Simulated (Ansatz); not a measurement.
# BH4+ (singlet): trial inputs and their diagnosis at distance B1–H3 = 2.639 Å

4 inputs are run for BH4+ (singlet) as typed; the log has to tell whether the result can be used and what must change.

Computed with Ansatz 0.2.0, Gaussian basis. Level: the settings change from run to run.

21 further runs of the same task are left out: 1 for a mislabelled method, 15 that didn't finish, 5 set aside as unsound or not needed.

### 1 What is computed

The geometry derives from a PBE0/def2-TZVP stationary point (not a proven minimum). One bond is set to the value named and the two fragments are kept rigid.

5 atoms, charge 1, spin multiplicity 1.

Atoms are counted from 1 here; the program's logs count them from 0.

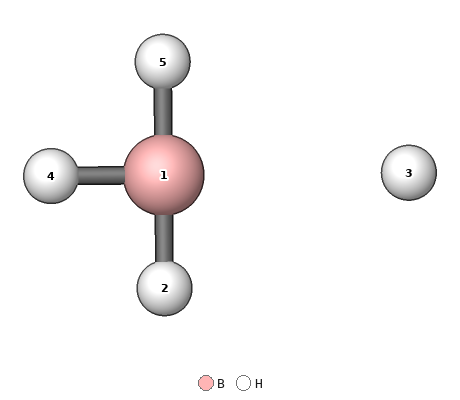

The geometry (boron pink, hydrogen white); atoms are numbered from 1 in the order of the file.

### 2 Attempt 1

in.yaml reads:

```yaml
crystal:
  periodic: [false, false, false]
  atoms:
    - {symbol: B, position_ang: [0.001710, 0.068148, -0.069047]}
    - {symbol: H, position_ang: [-0.013873, 0.929575, 0.780786]}
    - {symbol: H, position_ang: [-0.044789, -1.785360, 1.808895]}
    - {symbol: H, position_ang: [0.023033, 0.918115, -0.930218]}
    - {symbol: H, position_ang: [0.017293, -0.793278, -0.918880]}
basis:
  gaussian: {orbitals: cc-pVDZ}
total_charge: 1
correlation: {active_space: {window: {electrons: 6, orbitals: 3}, fixed_orbitals: true, states: [{multiplicity: 1, weights: [1, 1, 1]}]}}
scf: {lower_state_search: off}
output: {forces: true}
```

Command:

```sh
$ ansatz run in.yaml --threads 1 --pin off --events-out ev --progress --plain --max-ram 2393MiB
```

Log:

```text
Functional definition: HF
  name "HF"
  cite "Fock, Z. Phys. 61, 126 (1930) doi:10.1007/BF01340294"
  parent pbe
  exchange = exact_x
  correlation = 0
these checks for a lower state are left out or cut short: starts, cluster_reference, orbital_swaps, neighbouring_geometries, increment
630 factors; integrals over basis functions are off by at most 2.2e-7 eV
mean field evaluation 1: about -716.7112 eV, gradient 1.5e1 eV
mean field evaluation 2: about -716.7111 eV, gradient 1.5e1 eV
mean field evaluation 4: about -718.3893 eV, gradient 1.5e0 eV
mean field evaluation 8: about -718.4127 eV, gradient 1.2e-5 eV
mean field -718.41274675 eV, -26.4011814854 hartree, gradient 8.3e-7 eV, S^2 0.000000; 0 other end points of the search recorded, 0 dependent functions left out
reference -718.41274675 eV, -26.4011814854 hartree; 4, 4 occupied and 30, 30 virtual orbitals, 630 factors
Error: 3 states are sought, and the space of determinants holds 1 states of this symmetry and spin
```

Wall time 0.18 s (1 thread of Intel Xeon Platinum 8375C at 2.90GHz, shared host).

**Diagnosis.** The run stopped with an error. It says: «3 states are sought, and the space of determinants holds 1 states of this symmetry and spin». Cure: ask for fewer states or enlarge the space.

### 3 Attempt 2

in.yaml reads:

```yaml
crystal:
  periodic: [false, false, false]
  atoms:
    - {symbol: B, position_ang: [0.001710, 0.068148, -0.069047]}
    - {symbol: H, position_ang: [-0.013873, 0.929575, 0.780786]}
    - {symbol: H, position_ang: [-0.044789, -1.785360, 1.808895]}
    - {symbol: H, position_ang: [0.023033, 0.918115, -0.930218]}
    - {symbol: H, position_ang: [0.017293, -0.793278, -0.918880]}
basis:
  gaussian: {orbitals: def2-mTZVP}
total_charge: 1
magnetization: {spin_polarized: false}
hamiltonian: {pseudopotentials: {relativity: none}}
correlation: {method: ccsdtqp, electrons: all}
scf: {lower_state_search: light}
```

Launched as before.

Log:

```text
Error: YAML parse error: error: line 14 column 23: unknown variant `ccsdtqp`, expected one of mp2, rpa, ccsd, ccsd_t, bccd, bccd_t, ccsdt, ccsdt_q, ccsdt_q_b, ccsdtq, fci, sc_nevpt2, fic_nevpt4_sd, fic_mrcisd_q, fic_mrcisd_q_relaxed
  --> <input>:14:23
   |
12 | magnetization: {spin_polarized: false}
13 | hamiltonian: {pseudopotentials: {relativity: none}}
14 | correlation: {method: ccsdtqp, electrons: all}
   |                       ^ unknown variant `ccsdtqp`, expected one of mp2, rpa, ccsd, ccsd_t, bccd, bccd_t, ccsdt, ccsdt_q, ccsdt_q_b, ccsdtq, fci, sc_nevpt2, fic_nevpt4_sd, fic_mrcisd_q, fic_mrcisd_q_relaxed
15 | scf: {lower_state_search: light}
   |
```

Run time: 0.03 s. Hardware: 1 thread of Intel Xeon Platinum 8375C at 2.90GHz, shared host.

**Diagnosis.** The run was refused. The method's name isn't one that the program knows. To mend it, name one from the list in the message.

### 4 Attempt 3

in.yaml reads:

```yaml
crystal:
  periodic: [false, false, false]
  atoms:
    - {symbol: B, position_ang: [0.001710, 0.068148, -0.069047]}
    - {symbol: H, position_ang: [-0.013873, 0.929575, 0.780786]}
    - {symbol: H, position_ang: [-0.044789, -1.785360, 1.808895]}
    - {symbol: H, position_ang: [0.023033, 0.918115, -0.930218]}
    - {symbol: H, position_ang: [0.017293, -0.793278, -0.918880]}
basis:
  gaussian: {orbitals: def2-TZVPP}
total_charge: 1
magnetization: {spin_polarized: false}
correlation: {method: ccsdtq, electrons: all}
scf: {lower_state_search: off}
```

Launched as before.

Log:

```text
Functional definition: HF
  name "HF"
  cite "Fock, Z. Phys. 61, 126 (1930) doi:10.1007/BF01340294"
  parent pbe
  exchange = exact_x
  correlation = 0
these checks for a lower state are left out or cut short: stability, starts, cluster_reference, orbital_swaps, neighbouring_geometries, increment
1088 factors; integrals over basis functions are off by at most 2.5e-7 eV
mean field evaluation 1: about -716.7922 eV, gradient 1.7e1 eV
mean field evaluation 2: about -716.7921 eV, gradient 1.7e1 eV
mean field evaluation 4: about -718.6427 eV, gradient 1.6e0 eV
mean field evaluation 8: about -718.6674 eV, gradient 6.1e-2 eV
mean field -718.66740284 eV, -26.4105399242 hartree, gradient 1.4e-6 eV, S^2 0.000000; 0 other end points of the search recorded, 0 dependent functions left out
reference -718.66740284 eV, -26.4105399242 hartree; 4, 4 occupied and 83, 83 virtual orbitals, 1088 factors
Error: with its amplitudes the run needs 9.71 GiB of memory by its plan, which may be too low or too high, and 2.33 GiB are given
refused for memory
```

It took 0.72 s on 1 thread of Intel Xeon Platinum 8375C at 2.90GHz, shared host.

What is wrong: The run was refused for memory. The method is too large for the memory allowed. Fix: freeze cores, shrink the basis or take a lower level.

### 5 Attempt 4

in.yaml reads:

```yaml
crystal:
  periodic: [false, false, false]
  atoms:
    - {symbol: B, position_ang: [0.286127, 0.979575, 1.080786]}
    - {symbol: H, position_ang: [-0.013873, 0.929575, 0.780786]}
    - {symbol: H, position_ang: [-0.044789, -1.785360, 1.808895]}
    - {symbol: H, position_ang: [0.023033, 0.918115, -0.930218]}
    - {symbol: H, position_ang: [0.017293, -0.793278, -0.918880]}
basis:
  gaussian: {orbitals: cc-pVDZ, fitting: {mean_field: def2-universal-jkfit}}
total_charge: 1
magnetization: {spin_polarized: true, initial_magnetization: 0}
correlation: {method: bccd, electrons: outside_noble_gas}
accuracy: high
```

The command is unchanged.

Log:

```text
Functional definition: HF
  name "HF"
  cite "Fock, Z. Phys. 61, 126 (1930) doi:10.1007/BF01340294"
  parent pbe
  exchange = exact_x
  correlation = 0
147 factors; integrals over basis functions are off by at most 6.5e-1 eV
mean field evaluation 1: about -664.4482 eV, gradient 1.6e1 eV
mean field evaluation 2: about -660.5827 eV, gradient 2.3e1 eV
mean field evaluation 4: about -668.5943 eV, gradient 1.0e0 eV
mean field evaluation 8: about -668.6365 eV, gradient 3.3e-6 eV
mean field evaluation 16: about -668.6365 eV, gradient 3.5e-5 eV
mean field evaluation 32: about -673.2171 eV, gradient 1.0e-1 eV
mean field evaluation 64: about -673.2198 eV, gradient 1.5e0 eV
mean field evaluation 96: about -665.9879 eV, gradient 7.6e0 eV
mean field evaluation 128: about -670.1068 eV, gradient 7.9e0 eV
mean field evaluation 160: about -673.2174 eV, gradient 2.8e-3 eV
mean field evaluation 192: about -673.2652 eV, gradient 4.7e-3 eV
mean field evaluation 224: about -670.4492 eV, gradient 1.6e0 eV
mean field evaluation 256: about -669.2309 eV, gradient 6.2e-2 eV
mean field evaluation 288: about -672.2104 eV, gradient 1.9e0 eV
mean field evaluation 320: about -666.4306 eV, gradient 8.5e0 eV
mean field evaluation 352: about -668.5692 eV, gradient 6.1e-2 eV
mean field evaluation 384: about -670.4437 eV, gradient 2.9e0 eV
mean field evaluation 416: about -668.6850 eV, gradient 4.8e0 eV
mean field evaluation 448: about -665.2508 eV, gradient 9.0e-1 eV
mean field evaluation 480: about -668.6571 eV, gradient 5.3e0 eV
mean field -673.26516841 eV, -24.7420385836 hartree, gradient 1.6e-8 eV, S^2 1.772141; 16 other end points of the search recorded, 0 dependent functions left out
determinant -673.26516841 eV, -24.7420385836 hartree, with singles and doubles -675.10694450 eV, -24.8097226063 hartree
determinant -673.21738806 eV, -24.7402826881 hartree, with singles and doubles -675.09556220 eV, -24.8093043145 hartree
determinant -672.38212333 eV, -24.7095872756 hartree, with singles and doubles -673.78295384 eV, -24.7610668472 hartree
determinant -670.62323363 eV, -24.6449492710 hartree, with singles and doubles -672.27043723 eV, -24.7054828869 hartree
determinant -673.26516841 eV, -24.7420385836 hartree, with singles and doubles -675.32134459 eV, -24.8176016644 hartree
determinant -673.21738806 eV, -24.7402826881 hartree, with singles and doubles -675.32429204 eV, -24.8177099811 hartree
1 core orbitals not correlated: weight in the atoms' cores, before any rotation towards them, 1.000 or more for the frozen orbitals, at most 0.000 for the correlated occupied ones
reference -673.26516841 eV, -24.7420385836 hartree; 3, 3 occupied and 30, 30 virtual orbitals, 147 factors
second order -1.07655790 eV of doubles, -0.00000000 eV of singles
cycle   1  -2.58959131 eV  change   -5.3e-1 eV  update   1.2e-1
cycle   2  -2.33289200 eV  change    2.6e-1 eV  update   6.1e-2
cycle   3  -2.11046619 eV  change    2.2e-1 eV  update   3.1e-2
cycle   4  -2.06854405 eV  change    4.2e-2 eV  update   1.2e-2
cycle   5  -2.07130555 eV  change   -2.8e-3 eV  update   7.9e-3
cycle   6  -2.07147228 eV  change   -1.7e-4 eV  update   4.5e-3
cycle   7  -2.06922953 eV  change    2.2e-3 eV  update   3.7e-3
cycle   8  -2.07619764 eV  change   -7.0e-3 eV  update   3.3e-3
cycle   9  -2.08106405 eV  change   -4.9e-3 eV  update   2.3e-3
cycle  10  -2.08256722 eV  change   -1.5e-3 eV  update   1.5e-3
cycle  11  -2.08197727 eV  change    5.9e-4 eV  update   9.1e-4
cycle  12  -2.08269026 eV  change   -7.1e-4 eV  update   4.2e-4
cycle  13  -2.08395456 eV  change   -1.3e-3 eV  update   2.3e-4
cycle  14  -2.08382609 eV  change    1.3e-4 eV  update   1.2e-4
cycle  15  -2.08366656 eV  change    1.6e-4 eV  update   7.2e-5
cycle  16  -2.08358610 eV  change    8.0e-5 eV  update   4.4e-5
cycle  17  -2.08359935 eV  change   -1.3e-5 eV  update   3.4e-5
cycle  18  -2.08359688 eV  change    2.5e-6 eV  update   2.6e-5
cycle  19  -2.08364602 eV  change   -4.9e-5 eV  update   1.8e-5
cycle  20  -2.08365845 eV  change   -1.2e-5 eV  update   1.2e-5
cycle  21  -2.08364734 eV  change    1.1e-5 eV  update   7.5e-6
cycle  22  -2.08363772 eV  change    9.6e-6 eV  update   3.9e-6
cycle  23  -2.08363783 eV  change   -1.1e-7 eV  update   2.4e-6
cycle  24  -2.08364368 eV  change   -5.9e-6 eV  update   1.8e-6
cycle  25  -2.08364727 eV  change   -3.6e-6 eV  update   1.5e-6
cycle  26  -2.08364680 eV  change    4.7e-7 eV  update   1.3e-6
cycle  27  -2.08364673 eV  change    6.3e-8 eV  update   1.3e-6
cycle  28  -2.08364625 eV  change    4.8e-7 eV  update   1.2e-6
cycle  29  -2.08364583 eV  change    4.2e-7 eV  update   1.2e-6
cycle  30  -2.08364561 eV  change    2.2e-7 eV  update   1.0e-6
cycle  31  -2.08364623 eV  change   -6.2e-7 eV  update   8.5e-7
cycle  32  -2.08364712 eV  change   -8.9e-7 eV  update   7.4e-7
cycle  33  -2.08364715 eV  change   -2.7e-8 eV  update   6.0e-7
cycle  34  -2.08364652 eV  change    6.3e-7 eV  update   4.9e-7
cycle  35  -2.08364609 eV  change    4.3e-7 eV  update   3.9e-7
cycle  36  -2.08364672 eV  change   -6.3e-7 eV  update   2.8e-7
cycle  37  -2.08364755 eV  change   -8.3e-7 eV  update   1.6e-7
cycle  38  -2.08364788 eV  change   -3.3e-7 eV  update   8.4e-8
cycle  39  -2.08364795 eV  change   -6.8e-8 eV  update   5.9e-8
cycle  40  -2.08364790 eV  change    5.1e-8 eV  update   3.8e-8
cycle  41  -2.08364784 eV  change    6.2e-8 eV  update   2.3e-8
cycle  42  -2.08364780 eV  change    3.7e-8 eV  update   1.6e-8
cycle  43  -2.08364778 eV  change    1.6e-8 eV  update   1.2e-8
cycle  44  -2.08364778 eV  change    4.5e-9 eV  update   9.6e-9
cycle  45  -2.08364778 eV  change   -6.1e-9 eV  update   8.0e-9
cycle  46  -2.08364779 eV  change   -1.3e-9 eV  update   7.2e-9
cycle  47  -2.08364779 eV  change  -6.2e-10 eV  update   6.7e-9
cycle  48  -2.08364778 eV  change    9.4e-9 eV  update   6.1e-9
cycle  49  -2.08364777 eV  change    7.0e-9 eV  update   5.4e-9
cycle  50  -2.08364777 eV  change    2.5e-9 eV  update   4.7e-9
cycle  51  -2.08364777 eV  change   -1.7e-9 eV  update   4.0e-9
cycle  52  -2.08364777 eV  change   -3.1e-9 eV  update   3.2e-9
cycle  53  -2.08364777 eV  change   -1.2e-9 eV  update   2.7e-9
cycle  54  -2.08364777 eV  change   -1.6e-9 eV  update   2.3e-9
cycle  55  -2.08364778 eV  change   -2.2e-9 eV  update   2.1e-9
cycle  56  -2.08364778 eV  change   -1.8e-9 eV  update   1.8e-9
cycle  57  -2.08364778 eV  change   -1.6e-9 eV  update   1.3e-9
cycle  58  -2.08364778 eV  change  -2.9e-10 eV  update  9.1e-10
cycle  59  -2.08364778 eV  change  -7.9e-10 eV  update  5.5e-10
cycle  60  -2.08364778 eV  change  -5.1e-10 eV  update  3.5e-10
Total energy: -675.34881619 eV, -24.8186112272 hartree
```

Wall time 2.4 s (1 thread of Intel Xeon Platinum 8375C at 2.90GHz, shared host).

What is wrong: The run converged, which proves nothing about the input. One atom lies on top of another. The shortest distance is 0.43 Å, against 1.21 Å in the geometry of step 1. Its energy belongs to another geometry. To mend it, restore its position.

### 6 How the runs ended

| attempt | level | ended | cause | time |
| --- | --- | --- | --- | --- |
| 1 | CASCI(6,3)/cc-pVDZ | stopped by an error | 3 states are sought, and the space of determinants holds 1 states of this symmetry and spin | 0.18 s |
| 2 | 'ccsdtqp'/def2-mTZVP | refused | the method's name isn't one that the program knows | 0.03 s |
| 3 | CCSDTQ on RHF/def2-TZVPP | out of memory | the method is too large for the memory allowed | 0.72 s |
| 4 | BCCD on UHF/cc-pVDZ | converged | one atom lies on top of another | 2.4 s |

1 stopped by an error, 1 refused, 1 out of memory, 1 converged. The input that converges on a wrong geometry or spin is the dangerous one: no error points at it, so geometry and ⟨S²⟩ have to be checked.
